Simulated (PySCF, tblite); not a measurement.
# C7H12BF: geometry, infrared bands and NMR shifts

Aim: predict the infrared bands and NMR shifts of C7H12BF (`CB(C)[C@@H]1C[C@@]12C[C@H]2F`).

Computed with tblite 0.8.0 and PySCF 2.14.0, with density-fitted response routines of our own, on a single molecule in the gas phase. Atoms count from 0, in the outputs and in this text.

**1. The molecule as given**

21 atoms, charge 0, multiplicity 1; geometry from: force field or distance geometry start.

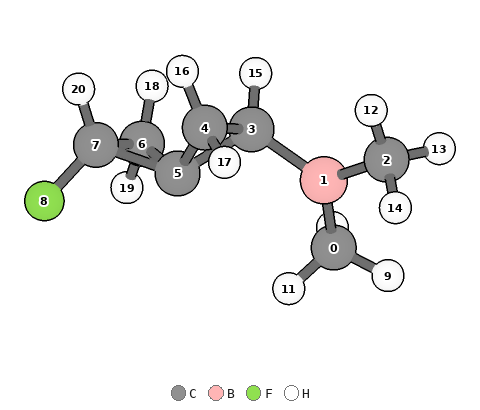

The starting geometry (carbon grey, boron pink, fluorine green, hydrogen white), atoms numbered.

**2. Relaxing the molecule with GFN2-xTB**

What the job is given:

```
{"job": {"kind": "relax", "xc": "GFN2-xTB", "basis": "xTB"}, "charge": 0, "multiplicity": 1}
C     -1.076900     1.549600    -1.416300
B     -1.019000     0.030100    -0.983000
C     -2.176900    -0.976400    -1.373300
C      0.277100    -0.513700    -0.215600
C      0.002900    -1.070600     1.146800
C      0.672600     0.326400     1.030800
C      2.160000     0.642800     0.672400
C      1.861900     0.137500     2.028600
F      1.926600     1.119600     2.989000
H     -2.028800     1.746000    -1.969400
H     -0.221500     1.787000    -2.067900
H     -1.060900     2.198300    -0.514300
H     -1.959600    -1.998100    -1.014800
H     -2.295200    -0.984500    -2.482900
H     -3.138400    -0.625400    -0.910400
H      1.009000    -1.144500    -0.753200
H      0.613900    -1.975100     1.349700
H     -1.053700    -1.027600     1.483500
H      2.774500    -0.082600     0.103300
H      2.401700     1.725900     0.653800
H      2.321700    -0.847600     2.242800
```

Started as:

```bash
$ OMP_NUM_THREADS=1 python probes_run.py task.json out
```

This one command runs all jobs of the session in turn.

The log of the run:

```text
step      E/eV     max force
  0    -731.06523    2.244
  1    -731.39983    1.182
  2    -731.61272    0.640
  3    -731.65556    0.545
  4    -731.72536    0.514
  5    -731.75804    0.577
  6    -731.78711    0.323
  7    -731.80114    0.279
  8    -731.81501    0.272
  9    -731.82903    0.333
 10    -731.84829    0.439
 11    -731.87873    0.554
 12    -731.93149    1.045
 13    -732.01676    1.673
 14    -732.14430    1.680
 15    -732.35744    1.647
 16    -732.60388    1.444
 17    -732.75882    1.446
 18    -732.90883    2.131
 19    -733.12942    0.991
 20    -733.36565    0.990
 21    -733.50844    0.830
 22    -733.62706    0.747
 23    -733.71902    0.843
 24    -733.80158    0.718
 25    -733.87183    0.587
 26    -733.93049    0.680
 27    -734.00342    0.579
 28    -734.07265    0.609
 29    -734.13450    0.702
 30    -734.18417    0.561
 31    -734.22744    0.459
 32    -734.26243    0.482
 33    -734.30099    0.480
 34    -734.33774    0.551
 35    -734.36956    0.444
 36    -734.39498    0.442
 37    -734.41682    0.375
 38    -734.43773    0.414
 39    -734.46152    0.461
 40    -734.48528    0.336
 41    -734.51204    0.463
 42    -734.54126    0.512
 43    -734.58192    0.718
 44    -734.62297    0.575
 45    -734.66362    0.548
 46    -734.68605    0.422
 47    -734.70559    0.386
 48    -734.72098    0.254
 49    -734.73036    0.282
 50    -734.74062    0.252
 51    -734.75150    0.209
 52    -734.76085    0.225
 53    -734.76871    0.201
 54    -734.77489    0.197
 55    -734.77994    0.180
 56    -734.78406    0.155
 57    -734.78787    0.151
 58    -734.79153    0.144
 59    -734.79487    0.132
 60    -734.79746    0.144
 61    -734.80150    0.163
 62    -734.80573    0.137
 63    -734.80910    0.113
 64    -734.81126    0.093
 65    -734.81293    0.087
 66    -734.81446    0.075
 67    -734.81560    0.066
 68    -734.81636    0.055
 69    -734.81699    0.058
 70    -734.81765    0.068
 71    -734.81823    0.048
 72    -734.81857    0.037
 73    -734.81877    0.029
 74    -734.81899    0.038
 75    -734.81928    0.037
 76    -734.81963    0.045
 77    -734.82001    0.048
 78    -734.82047    0.047
 79    -734.82099    0.059
 80    -734.82150    0.047
 81    -734.82192    0.043
 82    -734.82220    0.046
 83    -734.82243    0.037
 84    -734.82266    0.033
 85    -734.82295    0.036
 86    -734.82329    0.038
 87    -734.82360    0.034
 88    -734.82381    0.029
 89    -734.82397    0.026
 90    -734.82412    0.030
 91    -734.82430    0.038
 92    -734.82448    0.031
 93    -734.82465    0.027
 94    -734.82485    0.028
 95    -734.82508    0.036
 96    -734.82533    0.042
 97    -734.82555    0.034
 98    -734.82575    0.037
 99    -734.82596    0.037
100    -734.82622    0.033
101    -734.82651    0.039
102    -734.82681    0.037
103    -734.82712    0.041
104    -734.82743    0.038
105    -734.82769    0.036
106    -734.82786    0.031
107    -734.82797    0.024
108    -734.82810    0.030
109    -734.82825    0.034
110    -734.82844    0.037
111    -734.82865    0.033
112    -734.82888    0.040
113    -734.82917    0.036
114    -734.82954    0.036
115    -734.83000    0.045
116    -734.83055    0.057
117    -734.83129    0.081
118    -734.83236    0.085
119    -734.83373    0.082
120    -734.83529    0.087
121    -734.83690    0.088
122    -734.83773    0.146
123    -734.83979    0.145
124    -734.84162    0.094
125    -734.84438    0.067
126    -734.84574    0.084
127    -734.84708    0.085
128    -734.84840    0.137
129    -734.85049    0.090
130    -734.85256    0.120
131    -734.85478    0.090
132    -734.85611    0.068
133    -734.85751    0.084
134    -734.85865    0.085
135    -734.85976    0.104
136    -734.86099    0.104
137    -734.86238    0.100
138    -734.86424    0.129
139    -734.86598    0.152
140    -734.86873    0.114
141    -734.87080    0.226
142    -734.87444    0.196
143    -734.87762    0.157
144    -734.88245    0.229
145    -734.88423    0.237
146    -734.88926    0.214
147    -734.89137    0.227
148    -734.89448    0.156
149    -734.89815    0.177
150    -734.90151    0.123
151    -734.90254    0.223
152    -734.90284    0.235
153    -734.90710    0.099
154    -734.90894    0.062
155    -734.91207    0.106
156    -734.91327    0.092
157    -734.91453    0.109
158    -734.91664    0.108
159    -734.91997    0.144
160    -734.92205    0.120
161    -734.92444    0.118
162    -734.92437    0.170
163    -734.92915    0.111
164    -734.93078    0.082
165    -734.93275    0.109
166    -734.93356    0.101
167    -734.93499    0.077
168    -734.93594    0.076
169    -734.93720    0.075
170    -734.93816    0.066
171    -734.93901    0.081
172    -734.94000    0.074
173    -734.94115    0.091
174    -734.94225    0.061
175    -734.94294    0.048
176    -734.94352    0.043
177    -734.94399    0.043
178    -734.94443    0.043
179    -734.94474    0.043
180    -734.94503    0.046
181    -734.94530    0.044
182    -734.94557    0.031
183    -734.94575    0.034
184    -734.94596    0.034
185    -734.94613    0.025
186    -734.94627    0.022
187    -734.94638    0.024
188    -734.94647    0.026
189    -734.94655    0.023
190    -734.94664    0.024
191    -734.94675    0.024
192    -734.94688    0.034
193    -734.94703    0.034
194    -734.94718    0.025
195    -734.94732    0.021
196    -734.94744    0.019
197    -734.94755    0.028
198    -734.94766    0.028
199    -734.94781    0.023
200    -734.94803    0.031
201    -734.94833    0.039
202    -734.94869    0.042
203    -734.94908    0.045
204    -734.94958    0.052
205    -734.95008    0.061
206    -734.95090    0.072
207    -734.95171    0.078
208    -734.95242    0.057
209    -734.95266    0.056
210    -734.95290    0.031
211    -734.95303    0.022
212    -734.95315    0.018
213    -734.95323    0.016
214    -734.95330    0.017
215    -734.95335    0.014
216    -734.95341    0.014
217    -734.95345    0.015
218    -734.95349    0.017
219    -734.95351    0.012
220    -734.95353    0.008
```

It took 2.8 s on 1 thread of Arm Neoverse N1, shared host.

Along the way: (not every step is listed)

| step | energy from step 0 (eV) | largest force (eV/Å) |
| --- | --- | --- |
| 0 | 0.0000 | 2.2443 |
| 1 | -0.3346 | 1.1822 |
| 2 | -0.5475 | 0.6399 |
| 3 | -0.5903 | 0.5450 |
| 4 | -0.6601 | 0.5139 |
| 5 | -0.6928 | 0.5774 |
| 6 | -0.7219 | 0.3231 |
| 7 | -0.7359 | 0.2790 |
| 8 | -0.7498 | 0.2721 |
| 28 | -3.0074 | 0.6087 |
| 48 | -3.6558 | 0.2545 |
| 68 | -3.7511 | 0.0546 |
| 88 | -3.7586 | 0.0287 |
| 108 | -3.7629 | 0.0303 |
| 128 | -3.7832 | 0.1372 |
| 148 | -3.8293 | 0.1565 |
| 168 | -3.8707 | 0.0757 |
| 188 | -3.8812 | 0.0258 |
| 208 | -3.8872 | 0.0569 |
| 215 | -3.8881 | 0.0145 |
| 216 | -3.8882 | 0.0136 |
| 217 | -3.8882 | 0.0154 |
| 218 | -3.8883 | 0.0169 |
| 219 | -3.8883 | 0.0124 |
| 220 | -3.8883 | 0.0078 |

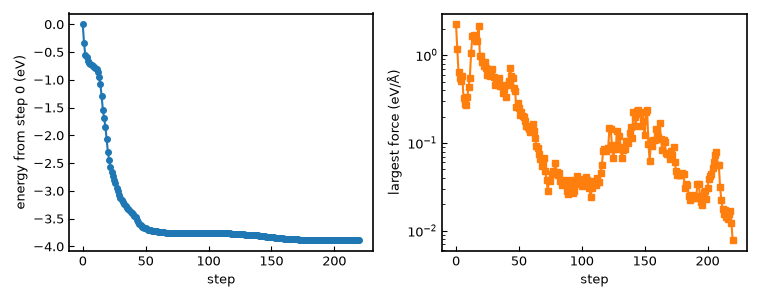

Energy and force, step by step.

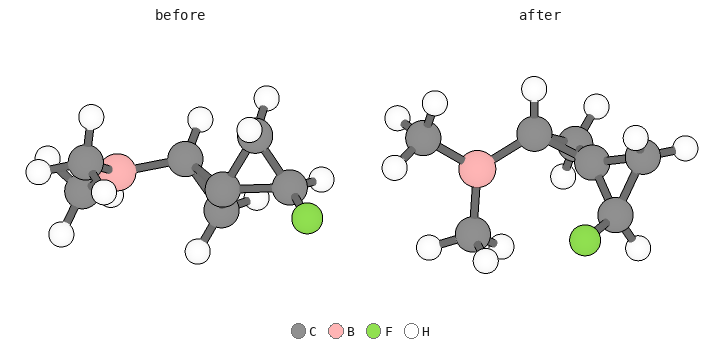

Before and after, at one scale.

Close pairs (by a distance rule), those that changed most:

| bond | before (Å) | after (Å) | change (Å) |
| --- | --- | --- | --- |
| C5–C7 | 1.564 | 1.472 | -0.092 |
| C4–C5 | 1.554 | 1.468 | -0.085 |
| C5–C6 | 1.562 | 1.485 | -0.078 |
| C3–C5 | 1.554 | 1.499 | -0.056 |
| B1–C3 | 1.601 | 1.560 | -0.041 |
| C3–C4 | 1.497 | 1.531 | +0.034 |
| C2–H14 | 1.123 | 1.091 | -0.033 |
| C6–C7 | 1.478 | 1.510 | +0.032 |

The next job starts from the end point, and lists it.

**3. Infrared spectrum with GFN2-xTB**

What the job is given:

```
{"job": {"kind": "ir", "xc": "GFN2-xTB", "basis": "xTB"}, "charge": 0, "multiplicity": 1}
C     -1.149326     1.226252    -2.174696
B     -0.879441     0.289642    -0.934440
C     -2.049157    -0.044806     0.064438
C      0.558865    -0.275469    -0.718805
C      0.806956    -1.659379    -0.112973
C      1.107424    -0.450698     0.664797
C      2.235462     0.104617     1.454390
C      0.833521     0.071989     2.013263
F      0.177855     1.265969     2.150884
H     -1.451188     0.606426    -3.020452
H     -0.272838     1.783079    -2.498966
H     -1.959211     1.932683    -2.008888
H     -1.950841    -0.998854     0.577145
H     -3.031769    -0.009717    -0.400760
H     -2.050396     0.720638     0.841590
H      1.314886     0.017598    -1.442988
H      1.631993    -2.236868    -0.505212
H     -0.051708    -2.254951     0.159943
H      2.971304    -0.562405     1.880727
H      2.624022     1.072285     1.171378
H      0.574666    -0.581089     2.839153
```

The log of the run:

```text
mode    cm-1     km/mol
  1      38.0      0.52
  2      53.9      0.74
  3      90.4      0.78
  4     115.8      2.75
  5     128.5      2.26
  6     191.4      2.35
  7     261.8      1.44
  8     271.5      0.93
  9     306.1      1.09
 10     369.2      1.11
 11     403.3      1.86
 12     430.8      3.16
 13     511.0      7.01
 14     673.7      0.48
 15     678.8      2.12
 16     723.2      1.76
 17     824.8     20.90
 18     856.0     55.03
 19     857.7     34.46
 20     869.7     30.50
 21     878.7     38.13
 22     921.4      7.71
 23     952.2      5.95
 24     993.6      4.07
 25    1020.1     10.63
 26    1043.1      2.83
 27    1060.5      6.21
 28    1072.2      7.42
 29    1096.0     23.03
 30    1097.3      6.72
 31    1133.0    128.66
 32    1155.5     69.37
 33    1174.1     71.85
 34    1209.0    145.69
 35    1270.9     34.86
 36    1312.3     70.55
 37    1384.2     43.72
 38    1389.8     16.47
 39    1414.4      1.30
 40    1441.1      0.78
 41    1483.7      1.96
 42    1486.8      0.81
 43    1494.9      1.20
 44    1499.9      0.91
 45    1614.8     19.78
 46    2991.1     19.37
 47    3000.5     19.41
 48    3005.1     36.44
 49    3025.8     11.06
 50    3028.3     58.17
 51    3030.5     35.75
 52    3035.1     30.85
 53    3037.6     42.58
 54    3071.1     21.97
 55    3073.6     36.58
 56    3084.1     29.15
 57    3091.0     18.95
```

Wall time 1.3 s (1 thread of Arm Neoverse N1, shared host).

The strongest bands and the atoms that carry them (share of the mass-weighted mode):

| cm⁻¹ | km/mol | atoms |
| --- | --- | --- |
| 856 | 55.0 | H12 25 %, B1 14 %, C2 12 % |
| 1133 | 128.7 | B1 29 %, H15 27 % |
| 1156 | 69.4 | B1 22 %, C5 21 %, H15 13 %, C6 11 % |
| 1174 | 71.8 | H20 28 %, C7 20 % |
| 1209 | 145.7 | B1 49 %, H15 14 % |
| 1312 | 70.5 | H15 31 %, C3 25 %, C7 16 %, H20 11 % |
| 1384 | 43.7 | H14 17 %, H9 15 %, H12 13 %, H11 12 % |
| 3028 | 58.2 | H13 26 %, H12 25 %, H10 23 % |

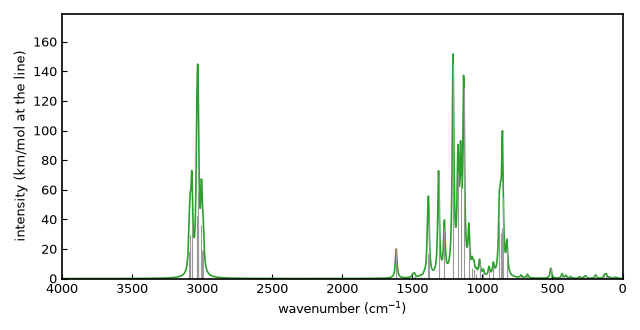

The infrared spectrum from these modes, unscaled. Lines are broadened to a width of 14 cm⁻¹ (Lorentzian).

**4. Shielding tensors: PBE0/pcSseg-1**

The job, as its differences from that of step 3:

```diff
@@ -1,2 +1,2 @@
-{"job": {"kind": "ir", "xc": "GFN2-xTB", "basis": "xTB"}, "charge": 0, "multiplicity": 1}
+{"job": {"kind": "nmr", "xc": "PBE0", "basis": "pcSseg-1"}, "charge": 0, "multiplicity": 1}
 C     -1.149326     1.226252    -2.174696
```

Level: GIAO PBE0/pcSseg-1 NMR shielding, non-relativistic, gas phase.

The log of the run:

```text
coarse grid: 17216 points
cycle   1  E = -397.9480097039  dE =  1.257e+00  |g| = 6.319e-01  |ddm| = 4.008e+00
cycle   2  E = -397.9211202450  dE =  2.689e-02  |g| = 7.641e-01  |ddm| = 1.153e+00
cycle   3  E = -398.0383175274  dE = -1.172e-01  |g| = 8.413e-02  |ddm| = 6.580e-01
cycle   4  E = -398.0394155668  dE = -1.098e-03  |g| = 3.404e-02  |ddm| = 8.249e-02
cycle   5  E = -398.0396459226  dE = -2.304e-04  |g| = 5.826e-03  |ddm| = 3.105e-02
cycle   6  E = -398.0396519640  dE = -6.041e-06  |g| = 2.415e-03  |ddm| = 7.208e-03
final grid: 165736 points
cycle   7  E = -398.0968396006  dE = -5.310e-05  |g| = 1.141e-02  |ddm| = 3.884e-02
cycle   8  E = -398.0968196940  dE =  1.991e-05  |g| = 1.521e-02  |ddm| = 2.392e-02
cycle   9  E = -398.0968709816  dE = -5.129e-05  |g| = 1.595e-03  |ddm| = 1.365e-02
cycle  10  E = -398.0968714656  dE = -4.840e-07  |g| = 1.955e-04  |ddm| = 1.333e-03
cycle  11  E = -398.0968714717  dE = -6.104e-09  |g| = 7.694e-05  |ddm| = 2.473e-04
cycle  12  E = -398.0968714730  dE = -1.308e-09  |g| = 1.992e-05  |ddm| = 9.081e-05
cycle  13  E = -398.0968714731  dE = -8.538e-11  |g| = 4.410e-06  |ddm| = 2.145e-05
converged SCF energy = -398.0968714731

GIAO shielding tensors (ppm)
atom      isotropic    diamagn.    paramagn.     s11        s22        s33       span
  0 C      170.592     252.730     -82.138    152.406    171.256    188.114     35.708
  1 B       14.828     187.390    -172.561    -42.197    -32.396    119.078    161.275
  2 C      177.427     254.375     -76.948    157.648    183.509    191.123     33.474
  3 C      162.727     250.672     -87.945    119.980    164.162    204.039     84.059
  4 C      165.219     253.775     -88.555    143.591    163.392    188.675     45.083
  5 C      160.707     254.639     -93.932    103.358    182.797    195.965     92.607
  6 C      171.955     256.178     -84.224    148.302    161.968    205.594     57.292
  7 C      108.517     242.169    -133.652     51.946     84.003    189.602    137.656
  8 F      402.645     475.460     -72.815    357.183    399.272    451.480     94.296
  9 H       30.960      29.216       1.744     27.446     28.660     36.774      9.328
 10 H       30.560      31.600      -1.041     26.645     30.121     34.912      8.268
 11 H       30.626      30.339       0.287     26.796     29.476     35.605      8.809
 12 H       31.113      33.568      -2.455     26.316     32.740     34.283      7.967
 13 H       30.965      30.541       0.424     26.606     29.247     37.042     10.436
 14 H       31.097      32.040      -0.944     25.430     31.312     36.548     11.118
 15 H       30.116      33.439      -3.323     23.623     28.757     37.967     14.344
 16 H       30.442      31.665      -1.223     24.695     26.777     39.856     15.161
 17 H       30.362      33.160      -2.797     24.320     28.871     37.895     13.575
 18 H       30.690      30.375       0.316     24.824     27.092     40.156     15.332
 19 H       30.461      31.675      -1.214     24.509     28.604     38.271     13.762
 20 H       26.825      29.665      -2.840     21.742     26.841     31.892     10.149
```

Run time: 77 s. Hardware: 1 thread of Arm Neoverse N1, shared host; peak memory 1 GiB.

The references, computed at this level on geometries of the same kind, shield at (ppm): ¹H TMS 31.72, ¹³C TMS 186.9, ¹⁹F CFCl3 170.9, ¹¹B BF3·OEt2 100.1. Their shielding less the atom's gives the shift. The references are single molecules in the gas phase, so shifts against H2O, NH3, PH3, H3PO4 or CFCl3 are not on the usual liquid scales and can be off by tens of ppm. Atoms listed in one row are averaged.

| atoms | environment | σ (ppm) | δ (ppm) | δ scaled to CDCl3 |
| --- | --- | --- | --- | --- |
| C7 | three-membered-ring carbon bearing a halogen | 108.5 | 78.4 | 74.6 |
| C5 | three-membered-ring carbon | 160.7 | 26.2 | 23.7 |
| C3 | three-membered-ring carbon | 162.7 | 24.2 | 21.7 |
| C4 | three-membered-ring carbon | 165.2 | 21.7 | 19.3 |
| C6 | three-membered-ring carbon | 172.0 | 15.0 | 12.7 |
| C0, C2 | methyl carbon bonded to B | 174.0 | 12.9 | 10.7 |
| H20 | hydrogen on a three-membered-ring carbon bearing a halogen | 26.82 | 4.89 | 4.72 |
| H15 | hydrogen on a three-membered-ring carbon | 30.12 | 1.60 | 1.61 |
| H17 | hydrogen on a three-membered-ring carbon | 30.36 | 1.35 | 1.38 |
| H16 | hydrogen on a three-membered-ring carbon | 30.44 | 1.27 | 1.31 |
| H19 | hydrogen on a three-membered-ring carbon | 30.46 | 1.26 | 1.29 |
| H18 | hydrogen on a three-membered-ring carbon | 30.69 | 1.03 | 1.07 |
| H9, H10, H11, H12, H13, H14 | hydrogen on a methyl carbon bonded to B | 30.89 | 0.83 | 0.89 |
| B1 | boron bonded to 3 C | 14.8 | 85.2 | – |
| F8 | fluorine on an sp3 carbon | 402.6 | -231.7 | – |

The scaled column applies a straight-line fit of computed shieldings to shifts measured in CDCl3, and one for carbons that bear F (root-mean-square error 0.16 ppm for H, 1.9 ppm for C).

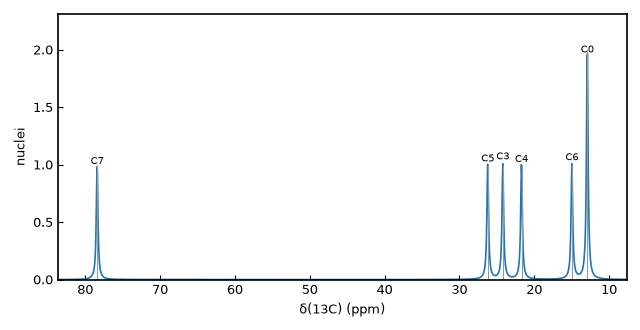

¹³C lines at the computed shifts, without couplings. Lines are broadened to a width of 0.26 ppm (Lorentzian).

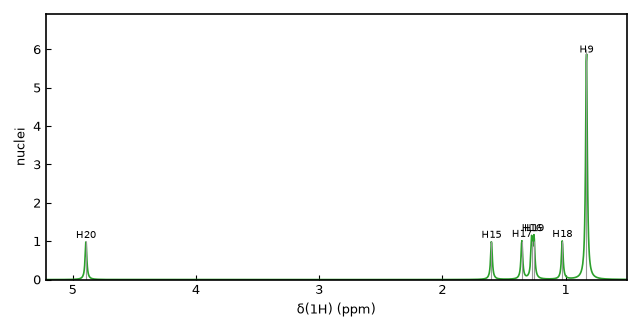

¹H lines at the computed shifts, without couplings. Lines are broadened to a width of 0.02 ppm (Lorentzian).

The run also stored atomic charges by several schemes (e):

| atoms | Mulliken | IAO | Hirshfeld | ESP fit |
| --- | --- | --- | --- | --- |
| C0, C2 | -0.52 | -0.58 | -0.20 | -0.71 |
| B1 | 0.51 | 0.33 | 0.21 | 0.74 |
| C3 | -0.37 | -0.26 | -0.11 | -0.34 |
| C4 | -0.11 | -0.26 | -0.08 | -0.44 |
| C5 | -0.28 | -0.01 | -0.01 | 0.23 |
| C6 | -0.15 | -0.31 | -0.10 | -0.38 |
| C7 | 0.22 | 0.16 | 0.05 | 0.08 |
| F8 | -0.32 | -0.31 | -0.11 | -0.21 |

IAO charges:

C0 -0.57; B1 0.33; C2 -0.58; C3 -0.26; C4 -0.26; C5 -0.01; C6 -0.31; C7 0.16; F8 -0.31; H9 0.17; H10 0.14; H11 0.15; H12 0.14; H13 0.15; H14 0.18; H15 0.14; H16 0.15; H17 0.15; H18 0.15; H19 0.16; H20 0.15

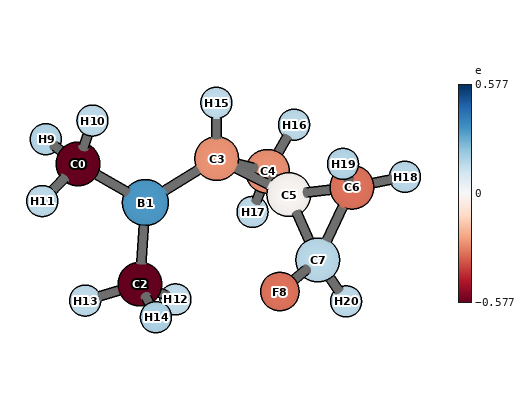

IAO charges, as colours on the atoms.

Mayer bond orders: C0–B1 1.05, B1–C2 1.06, B1–C3 0.94, C3–C4 0.95, C4–C5 0.94, C5–C6 0.93, C6–C7 0.98, C7–F8 0.90, C5–C3 0.88, C7–C5 0.91.

Ring of atoms C3, C4, C5: NICS(0) -40.5, NICS(1) -6.3, NICS(1)zz -21.9 ppm (means of both faces).

In rings of three or four atoms NICS is ruled by the nearby σ bonds, so it says little on aromaticity.

Ring of atoms C5, C6, C7: NICS(0) -34.4, NICS(1) -6.5, NICS(1)zz -15.6 ppm (means of both faces; NICS(1) differs between them: -8.1 and -4.8).

The two faces differ (NICS(1)zz -11.1 and -20.2 ppm).

In rings of three or four atoms NICS is ruled by the nearby σ bonds, so it says little on aromaticity.

**5. Results**

```
                                                               quantity                                         value
                              strongest single infrared mode (GFN2-xTB)                         1209 cm⁻¹, 146 km/mol
                                           zero-point energy (GFN2-xTB)                                108.3 kcal/mol
¹³C shifts against TMS (PBE0/pcSseg-1, means over atoms taken as alike)        78.4, 26.2, 24.2, 21.7, 15.0, 12.9 ppm
 ¹H shifts against TMS (PBE0/pcSseg-1, means over atoms taken as alike)  4.89, 1.60, 1.35, 1.27, 1.26, 1.03, 0.83 ppm
                            ¹¹B shifts against BF3·OEt2 (PBE0/pcSseg-1)                                      85.2 ppm
                               ¹⁹F shifts against CFCl3 (PBE0/pcSseg-1)                                    -231.7 ppm
```

**Reading.** Over 220 steps the energy fell by 3.888 eV; of the close pairs, C5–C7 changed most, 1.564 to 1.472 Å. No mode is imaginary among the 57: a minimum at this level. The strongest single mode, at 1209 cm⁻¹, is spread over many atoms; the largest shares are those of B1, H15. GFN2-xTB is a fitted tight-binding method: band positions and strengths are rough. Its intensities can rank the bands wrongly. C7 (three-membered-ring carbon bearing a halogen) lies farthest downfield among carbon, at 78.4 ppm; pulled downfield by the heteroatom. H20 (hydrogen on a three-membered-ring carbon bearing a halogen) lies farthest downfield among hydrogen, at 4.89 ppm; its carbon carries F, hence the downfield position. At PBE0/pcSseg-1: Shielding is most anisotropic at B1 (span 161 ppm, paramagnetic term -173 ppm).
